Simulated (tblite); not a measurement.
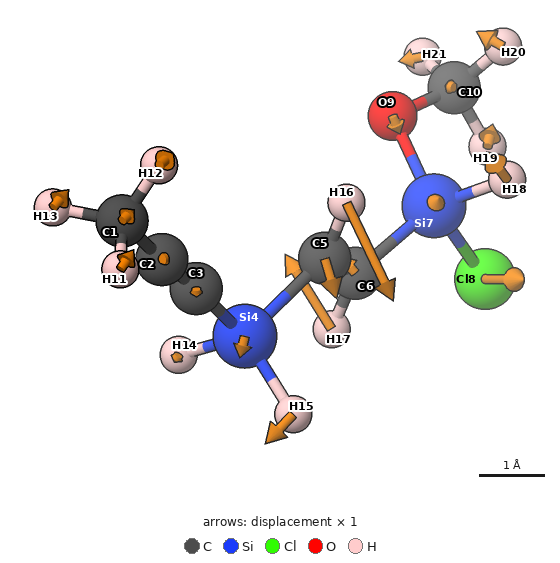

A relaxation of C₆H₁₁ClOSi₂. The starting structure is drawn; orange arrows show the displacements, at their true length. The two geometries are superimposed by the best rigid fit.

Style: ball-and-stick. Shown from a free direction.

All numbers below come from GFN2-xTB geometry optimisation, gas phase in tblite 0.8.0. 

### Which element moves most?

Hydrogen: up to 1.72 Å, against 1.22 Å for chlorine.

### Describe the change and its energy.

After 162 geometry steps the energy has fallen by 20.3 kcal/mol. H16 moves most after the best rigid fit: 1.72 Å. By element the largest moves are H 1.72 Å, Cl 1.22 Å, C 0.68 Å, Si 0.37 Å, O 0.35 Å. Among the contacts that change: Si7–O9 1.707 → 1.620 Å, Si7–Cl8 2.108 → 2.035 Å, C6–Si7 1.825 → 1.873 Å, C1–H11 1.133 → 1.090 Å. Bond angles that change, for instance: Si7–O9–C10 106.3° → 129.2°, C6–Si7–O9 114.6° → 102.8°, Si4–C5–C6 116.3° → 125.1°. Groups turn about C6–Si7 by about 85°, Si4–C5 by about 60°. The run took 2.6 s on 1 thread of Intel(R) Xeon(R) Platinum 8488C, with other jobs on the host.
